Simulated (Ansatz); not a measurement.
# What PbO (model cell, started as layered BN type) distorts into, part 2 of 2

Wanted: the energy along a soft mode of PbO (model cell, started as layered BN type) and the structure at the end.

Ansatz 0.2.0; DFT PBEsol, scalar-relativistic, plane waves, PAW.

So far. Step 4 (The mode frozen in, largest atomic shift 0.22 Å): The run ends at a pressure of 0.91 GPa, with forces up to 0.037 eV/Å. Step 5 (Energy along the mode, all amplitudes (two of the runs …): The lowest of the steps tried is at 0.22 Å, 7.36 meV/atom below the parent; the bottom of the well need not coincide with a step.

The structure was built from a prototype and need not be the compound's stable phase.

## Step 6: Relaxation from the frozen mode

Starting from the lowest point found, all atoms and the cell are let go, so that strain and other modes of the same symmetry can join in.

Input file input.yaml:

```yaml
crystal:
  lattice:
    - [4.2390597916, 2.965e-06, 0.0]
    - [-2.1195324636, 3.6711319852, 0.0]
    - [0.0, 0.0, 5.2433493857]
  atoms:
    - { symbol: Pb, position: [0.3333333333, 0.6666666667, 0.2467602092] }
    - { symbol: Pb, position: [0.6666666667, 0.3333333333, 0.7467602092] }
    - { symbol: O, position: [0.6666666667, 0.3333333333, 0.2919579135] }
    - { symbol: O, position: [0.3333333333, 0.6666666667, 0.7919579135] }
kpoints:
  mp_grid: { grid: [10, 10, 4] }
hamiltonian:
  xc: pbesol
scf:
  occupations: { method: fixed }
output:
  forces: true
  stress: true
  eigenvalues: true
  write_density: true
  write_potential: true
  elf: true
  volumetric_format: npy
relax:
  adjacent_minimum: "off"
  f_tol: 0.002
  max_steps: 120
  cell: { stress_tol: 0.03 }
```

Launch:

```sh
$ ansatz run input.yaml --threads 4 --pin off --max-ram 7168MiB --backend cpu --events-out ev --progress --plain --runs-dir out
```

Numbers of over 12 decimals in the logs are rounded to 6 here.

What it wrote:

```text
[...]
Crystal: 4 atoms, lattice volume = 81.598 Å³
Basis set: ecut = 420 eV, 1595 PW (Γ), exchange–correlation on 60×60×72 points (8 copies of the dense FFT grid, shifted against one another)
Bands: 24, of which v1, the nominal top of the filled ones, is band 20 counted from 1 (19 counted from 0)
Symmetry: 12 space group operations
[...]
k-points: 42 of 400 (time reversal used)
[...]
SCF iter   1: F=—  HF=-24630.179154 eV  |F-HF|=—  |Δ(HF+E_count)|=         —  Δρ=1.99e-2  dr2=3.23e-1  ethr=1.77e-3  ⟨swp⟩=5.0  Hψ=3788  notcnv=0  defer=75
[...]
SCF iter   7: F=-24630.118843 eV  HF=-24630.118843 eV  |F-HF|=7.64e-10  |Δ(HF+E_count)|=   1.80e-7  Δρ=5.07e-6  dr2=2.56e-8  ethr=2.50e-10  ⟨swp⟩=11.4  Hψ=8203  notcnv=0
SCF 1 converged in 7 iterations: F = -24630.118843 eV  dr2 = 2.56e-8
[...]
relax step   1: F+E_penalty+E_count = -24630.11884349 eV  Δ(F+E_penalty+E_count) = +0.000e0 eV  max|allowed force component| = 3.734e-2 eV/Å  Δτ_max = 0.0000 Å  P = +0.905 GPa  Ω = 81.598 Å³  (7 SCF iters, dr2 threshold 1.00e-7 eV, accepted)
Crystal: 4 atoms, lattice volume = 84.133 Å³
Basis set: ecut = 420 eV, 1645 PW (Γ), exchange–correlation on 60×60×72 points (8 copies of the dense FFT grid, shifted against one another)
[...]
iter 1 solved again at ethr=1.14e-5 eV; its pass at ethr=3.10e-3 eV (dr2=4.56e-3 eV) is discarded
[...]
SCF iter   6: F=-24630.131022 eV  HF=-24630.131022 eV  |F-HF|=1.44e-7  |Δ(HF+E_count)|=   1.92e-6  Δρ=8.99e-6  dr2=1.07e-7  ethr=1.00e-9  ⟨swp⟩=14.5  Hψ=9416  notcnv=0
SCF 2 converged in 6 iterations: F = -24630.131022 eV  dr2 = 1.07e-7
[...]
relax step   2: F+E_penalty+E_count = -24630.13102177 eV  Δ(F+E_penalty+E_count) = -1.218e-2 eV  max|allowed force component| = 1.238e-1 eV/Å  Δτ_max = 0.0287 Å  P = -1.219 GPa  Ω = 84.133 Å³  energy of the carried Pulay correction = -5.074e-3 eV  (6 SCF iters, dr2 threshold 4.00e-7 eV, accepted)
Crystal: 4 atoms, lattice volume = 83.685 Å³
Basis set: ecut = 420 eV, 1597 PW (Γ), exchange–correlation on 60×60×72 points (8 copies of the dense FFT grid, shifted against one another)
[...]
SCF iter   5: F=-24630.139488 eV  HF=-24630.139488 eV  |F-HF|=7.98e-8  |Δ(HF+E_count)|=   8.35e-7  Δρ=8.14e-6  dr2=6.06e-8  ethr=1.00e-9  ⟨swp⟩=14.3  Hψ=9634  notcnv=0
SCF 3 converged in 5 iterations: F = -24630.139488 eV  dr2 = 6.06e-8
[...]
relax step   3: F+E_penalty+E_count = -24630.13948790 eV  Δ(F+E_penalty+E_count) = -8.466e-3 eV  max|allowed force component| = 1.097e-1 eV/Å  Δτ_max = 0.0105 Å  P = -0.651 GPa  Ω = 83.685 Å³  energy of the carried Pulay correction = -4.188e-3 eV  (5 SCF iters, dr2 threshold 4.00e-7 eV, accepted)
[... from here on, the SCF cycles and remarks between the steps are left out ...]
relax step   4: F+E_penalty+E_count = -24630.14913903 eV  Δ(F+E_penalty+E_count) = -9.651e-3 eV  max|allowed force component| = 2.715e-2 eV/Å  Δτ_max = 0.0390 Å  P = +0.327 GPa  Ω = 83.364 Å³  energy of the carried Pulay correction = -3.551e-3 eV  (6 SCF iters, dr2 threshold 4.00e-7 eV, accepted)
relax step   5: F+E_penalty+E_count = -24630.14916846 eV  Δ(F+E_penalty+E_count) = -2.943e-5 eV  max|allowed force component| = 1.972e-3 eV/Å  Δτ_max = 0.0051 Å  P = +0.010 GPa  Ω = 83.812 Å³  energy of the carried Pulay correction = -4.440e-3 eV  (5 SCF iters, dr2 threshold 4.00e-7 eV, accepted)
relax step   6: F+E_penalty+E_count = -24630.15851813 eV  Δ(F+E_penalty+E_count) = -9.350e-3 eV  max|allowed force component| = 1.077e-3 eV/Å  Δτ_max = 0.0000 Å  P = +0.163 GPa  Ω = 83.812 Å³  stress off target by 3.96e-1 GPa  SCF on the basis re-selected at this cell (its energy is not comparable with the rows above)  (7 SCF iters)
relax step   7: F+E_penalty+E_count = -24630.15880889 eV  Δ(F+E_penalty+E_count) = -2.908e-4 eV  max|allowed force component| = 1.625e-3 eV/Å  Δτ_max = 0.0084 Å  P = +0.039 GPa  Ω = 84.130 Å³  energy of the carried Pulay correction = -6.579e-4 eV  (6 SCF iters, dr2 threshold 3.92e-7 eV, accepted)
relax step   8: F+E_penalty+E_count = -24630.15870186 eV  Δ(F+E_penalty+E_count) = +1.070e-4 eV  max|allowed force component| = 1.370e-3 eV/Å  Δτ_max = 0.0030 Å  P = -0.007 GPa  Ω = 84.243 Å³  energy of the carried Pulay correction = -8.989e-4 eV  (5 SCF iters, dr2 threshold 5.01e-8 eV, accepted)
relax step   9: F+E_penalty+E_count = -24630.15867322 eV  Δ(F+E_penalty+E_count) = +2.864e-5 eV  max|allowed force component| = 7.582e-4 eV/Å  Δτ_max = 0.0014 Å  P = +0.005 GPa  Ω = 84.260 Å³  energy of the carried Pulay correction = -9.373e-4 eV  (8 SCF iters, accepted)
relax step  10: F+E_penalty+E_count = -24630.15981386 eV  Δ(F+E_penalty+E_count) = -1.141e-3 eV  max|allowed force component| = 8.430e-4 eV/Å  Δτ_max = 0.0000 Å  P = +0.011 GPa  Ω = 84.260 Å³  stress off target by 5.37e-2 GPa  SCF on the basis re-selected at this cell (its energy is not comparable with the rows above)  (6 SCF iters)
relax step  11: F+E_penalty+E_count = -24630.15973426 eV  Δ(F+E_penalty+E_count) = +7.961e-5 eV  max|allowed force component| = 5.268e-4 eV/Å  Δτ_max = 0.0016 Å  P = -0.003 GPa  Ω = 84.311 Å³  energy of the carried Pulay correction = -1.035e-4 eV  (6 SCF iters, dr2 threshold 7.21e-9 eV, accepted)
[...]
SCF iter   6: F=-24630.159857 eV  HF=-24630.159857 eV  |F-HF|=7.28e-12  |Δ(HF+E_count)|=  6.55e-11  Δρ=4.31e-8  dr2=7.29e-13  ethr=1.00e-12  ⟨swp⟩=5.9  Hψ=4483  notcnv=0
SCF 12 converged in 6 iterations: F = -24630.159857 eV  dr2 = 7.29e-13
relax step  12: F+E_penalty+E_count = -24630.15985697 eV  Δ(F+E_penalty+E_count) = -1.227e-4 eV  max|allowed force component| = 5.224e-4 eV/Å  Δτ_max = 0.0000 Å  P = -0.003 GPa  Ω = 84.311 Å³  stress off target by 4.68e-3 GPa  SCF on the basis re-selected at this cell (its energy is not comparable with the rows above)  (6 SCF iters)
[...]
SCF converged after 6 iterations
Free energy (F): -24630.159857 eV
[...]
Internal energy: -24630.159857 eV  (E = F + TS)
E sigma→0 (E₀):  -24630.159857 eV
Fermi energy:    7.840381 eV
[...]
--- Forces (eV/Å), atoms counted from 1 ---
  atom   1  Pb    -0.00000000    -0.00000000    -0.00052232
  atom   2  Pb     0.00000000     0.00000000    -0.00052232
  atom   3  O      0.00000000     0.00000000     0.00052255
  atom   4  O     -0.00000000     0.00000000     0.00052255
  max |Σ_I F_I| component: 4.69e-7 eV/Å
--- Stress (GPa, compression-positive) ---
       -0.004682       0.000000       0.000000
        0.000000      -0.004682      -0.000000
        0.000000      -0.000000       0.000845
  P = ⅓ Tr σ = -0.0028 GPa (-0.028 kbar)
--- Band table (eV; the first three rows and the last of 42) ---
  k-point 0: bands = [... 16 lower, 4.8458, 5.6171, 5.6171, 5.6418, 11.6177, 12.5284, 12.5284, 13.2250]
  k-point 1: bands = [... 16 lower, 5.2137, 5.5157, 5.5157, 6.0108, 11.3067, 12.5091, 12.5091, 12.9950]
  k-point 2: bands = [... 16 lower, 5.2511, 5.2511, 6.2323, 6.2323, 11.4038, 11.4038, 12.6351, 12.6351]
  k-point 41: bands = [... 16 lower, 5.4259, 5.4259, 7.8404, 7.8404, 9.8305, 9.8305, 11.3705, 11.3705]
--- Relaxed structure (9 steps of the walk, 9 accepted, 3 SCFs on fresh bases) ---
  F+E_penalty+E_count = -24630.15985697 eV   max|allowed force component| = 5.224e-4 eV/Å   (the final SCF, on the basis selected at the relaxed cell)
  cell:  # Å, volume = 84.3109 Å³
    - [4.171549, 2.9177994548656395e-6, 0]
    - [-2.085777, 3.612666, 0]
    - [0, 0, 5.594463]
  atoms:
    - { symbol: Pb, position: [0.333333, 0.666667, 0.228131] }
    - { symbol: Pb, position: [0.666667, 0.333333, 0.728131] }
    - { symbol: O, position: [0.666667, 0.333333, 0.310587] }
    - { symbol: O, position: [0.333333, 0.666667, 0.810587] }
```

Run time: 52 s. Hardware: 4 threads of Arm Neoverse N1, shared host; peak memory 0.41 GiB.

Step by step:

```tsv
step	energy less that of the first step (eV)	largest force component (eV/Å)	pressure (GPa)	volume (Å³)
1	0.0000	0.0373	0.91	81.60
2	-0.0122	0.1238	-1.22	84.13
3	-0.0206	0.1097	-0.65	83.69
4	-0.0303	0.0272	0.33	83.36
5	-0.0303	0.0020	0.01	83.81
6*	-0.0397	0.0011	0.16	83.81
7	-0.0400	0.0016	0.04	84.13
8	-0.0399	0.0014	-0.01	84.24
9	-0.0398	0.0008	0.01	84.26
10*	-0.0410	0.0008	0.01	84.26
11	-0.0409	0.0005	0.00	84.31
12*	-0.0410	0.0005	0.00	84.31
```

Relaxation steps marked * repeat the geometry before them on a plane-wave basis chosen anew for their cell, so energy and pressure can jump there.

Forces are held to the 12 operations that the run works with; a distortion that breaks them can't arise in this run.

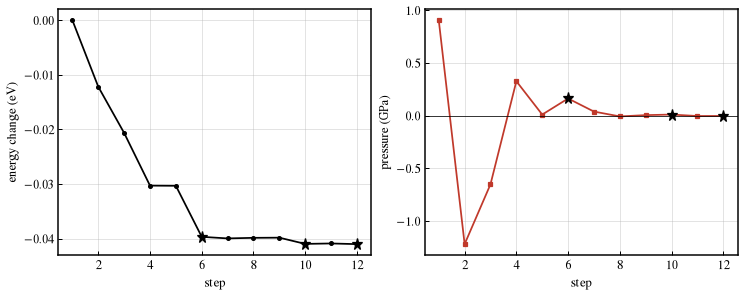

Energy and pressure along the relaxation. Stars mark steps on a basis chosen anew.

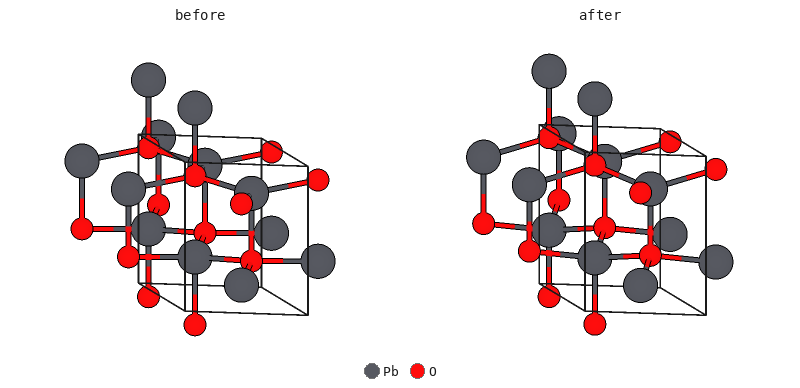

The structure before and after the relaxation, drawn at the same scale.

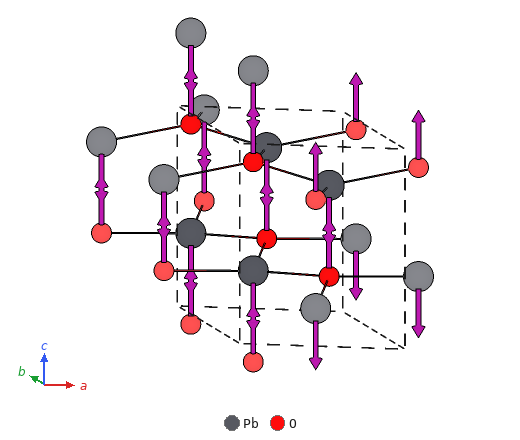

Displacements in the relaxation, exaggerated, measured against the changing cell; the longest in the cell stands for 0.10 Å. 1×2×1 cells are drawn. Some periodic images of atoms are drawn too.

```tsv
conventional cell, symmetrised	before	after	change
a (Å)	4.239	4.172	-1.6 %
b (Å)	4.239	4.172	-1.6 %
c (Å)	5.243	5.594	+6.7 %
volume (Å³/atom)	20.40	21.08	+3.3 %
```

The atoms that moved most (Å, as changes of fractional coordinates times the final cell):

```tsv
atom	dx	dy	dz	length
Pb1	0.000	0.000	-0.104	0.104
O4	0.000	0.000	0.104	0.104
O3	0.000	0.000	0.104	0.104
Pb2	0.000	0.000	-0.104	0.104
```

Final coordinates:

```xyz
4
Lattice="4.1715 0.0000 0.0000 -2.0858 3.6127 0.0000 0.0000 0.0000 5.5945" Properties=species:S:1:pos:R:3 pbc="T T T"
Pb    0.0000    2.4084    1.2763
Pb    2.0858    1.2042    4.0735
O     2.0858    1.2042    1.7376
O     0.0000    2.4084    4.5348
```

Numbers from this step:

| Property | Result |
| --- | --- |
| pressure | -0.002840 GPa |
| gap on the k-mesh | 1.835 eV |
| volume per atom | 21.08 Å³ |

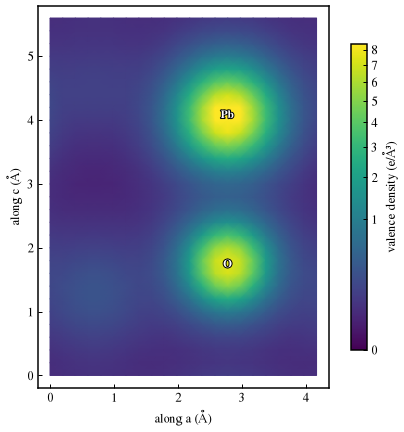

Valence density in the ac plane at fractional y = 0.333, with atoms of Pb and O within 0.2 Å of it. It is the smooth field of the valence electrons, not physical close to the nuclei. The colour scale is stretched toward low values.

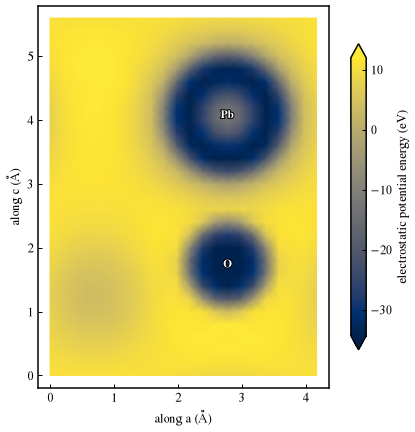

Electrostatic potential energy in the ac plane at fractional y = 0.333, with atoms of Pb and O within 0.2 Å of it. With pseudopotentials it is smooth inside the atoms' cores, unlike the true potential.

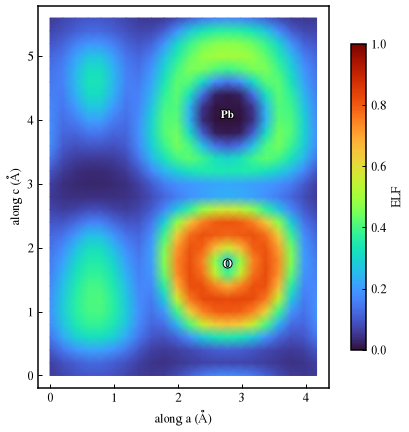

ELF in the ac plane at fractional y = 0.333, with atoms of Pb and O within 0.2 Å of it. It is the smooth field of the valence electrons, not physical close to the nuclei.

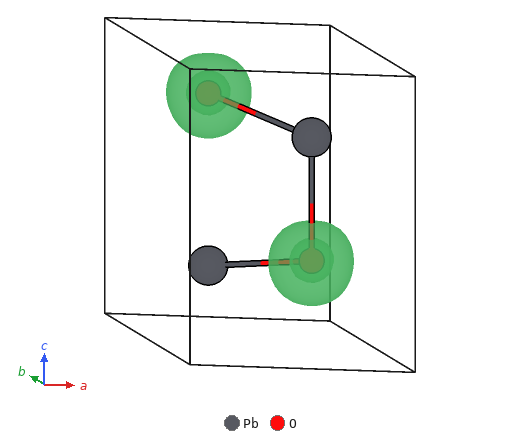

Surface of ELF = 0.75.

The distorted start has space group P6_3mc; the relaxation ends in P6_3mc.

## Step 7: The new phase in its own primitive cell

The relaxed structure is symmetrised, reduced to its primitive cell and relaxed tightly, as its phonons need.

Input file input.yaml:

```yaml
crystal:
  lattice:
    - [4.1715490151, 0.0, 0.0]
    - [-2.0857745076, 3.6126674202, 0.0]
    - [0.0, 0.0, 5.5944628061]
  atoms:
    - { symbol: Pb, position: [0.3333333333, 0.6666666667, 0.2281313971] }
    - { symbol: Pb, position: [0.6666666667, 0.3333333333, 0.7281313971] }
    - { symbol: O, position: [0.6666666667, 0.3333333333, 0.3105867256] }
    - { symbol: O, position: [0.3333333333, 0.6666666667, 0.8105867256] }
kpoints:
  mp_grid: { grid: [9, 9, 4] }
hamiltonian:
  xc: pbesol
scf:
  occupations: { method: fixed }
output:
  forces: true
  stress: true
  eigenvalues: true
relax:
  adjacent_minimum: "off"
  f_tol: 0.001
  max_steps: 60
  cell: { stress_tol: 0.01 }
```

What it wrote:

```text
[...]
Crystal: 4 atoms, lattice volume = 84.311 Å³
Basis set: ecut = 420 eV, 1645 PW (Γ), exchange–correlation on 60×60×80 points (8 copies of the dense FFT grid, shifted against one another)
Bands: 24, of which v1, the nominal top of the filled ones, is band 20 counted from 1 (19 counted from 0)
Symmetry: 12 space group operations
[...]
k-points: 36 of 324 (time reversal used)
[...]
--- Relaxed structure (1 steps of the walk, 1 accepted, 1 SCFs on fresh bases) ---
[...]
cell:  # Å, volume = 84.3109 Å³
    - [4.171549, 2.8867595527724656e-11, 0.0]
    - [-2.085775, 3.612667, 0.0]
    - [0.0, 0.0, 5.5944628061]
  atoms:
    - { symbol: Pb, position: [0.333333, 0.666667, 0.228131] }
    - { symbol: Pb, position: [0.666667, 0.333333, 0.728131] }
    - { symbol: O, position: [0.666667, 0.333333, 0.310587] }
    - { symbol: O, position: [0.333333, 0.666667, 0.810587] }
[key lines of the parts left out:]
SCF converged after 6 iterations
Free energy (F): -24630.159823 eV
Fermi energy:    7.893115 eV
P = ⅓ Tr σ = -0.0028 GPa (-0.028 kbar)
```

Wall time 8.4 s (4 threads); peak memory 0.38 GiB.

Little changed from the start: no atom moved by 0.005 Å and no cell edge by 0.1 %.

This step gave:

| Property | Result |
| --- | --- |
| pressure | -0.002761 GPa |
| gap on the k-mesh | 1.795 eV |
| direct gap on mesh | 1.964 eV |

The largest force component left is 0.51 meV/Å and the pressure is -0.003 GPa, within the tolerances set. The cell now holds 21.08 Å³/atom.

## Step 8: The phases reached

The phases reached along the modes that were followed are set side by side.

Energies are those of the first relaxation, on the mesh of the frozen mode; space group, volume and gap are those of the last relaxation. Phases, by row:

```tsv
mode frozen in	space group	energy from parent (meV/atom)	volume (Å³/atom)	gap on mesh (eV)	lowest zone-centre optical mode (cm⁻¹)	largest shift (Å)
parent	P6_3/mmc	0	20.4	1.271	–	–
q = (0, 0, 0), 206i cm⁻¹	P-3m1	-128.4	22.04	1.388	70.3	0.761
q = (0, 0, 0), 128i cm⁻¹	P6_3mc	-17.62	21.08	1.795	–	0.231
```

## Step 9: Summary of results

```json
{
 "unstable mode of the parent": "q = (0, 0, 0), 128i cm⁻¹",
 "depth at the lowest point sampled": "7.36 meV/atom",
 "largest atomic shift at that point": "0.22 Å",
 "space group reached (within 0.01 Å)": "P6_3mc",
 "energy gained over the parent (first relaxation, on the mesh of the frozen mode)": "17.6 meV/atom",
 "volume per atom, phase reached": "21.1 Å³",
 "gap on the k-mesh, phase reached": "1.80 eV"
}
```

In words: Along this mode the structure falls into P6_3mc, 17.6 meV/atom below the parent. At the parent's cell the well is 7.362 meV/atom deep on the steps tried, with its lowest point at a shift of 0.22 Å. Relaxing atoms and cell changes the gain by +10.25 meV/atom against the lowest step (energies at zero smearing). The modes of the phase reached were not computed on this path. Of the 2 patterns followed to their end from this parent, this one ends 111 meV/atom above the lowest, P-3m1. Each path keeps the symmetry of its pattern, so a lower phase may lie along a pattern not tried. With the field response the log warns that the k mesh is coarse for the force constants too, so the frequencies may not be converged. Spin-orbit coupling is left out, which can matter for the heavy elements here. The starting cell was built on a prototype and not taken from a measurement, so the phase need not exist.

[Logs are printed without paths, hosts, clocks, repeated set-up lines and the standing remarks that a program may print on its own settings, such as how far it seeks lower states.]

[Hosts, paths, dates, database ids (printed as entryN), source tags and the programs' standing remarks are cut or masked in the printed files.]
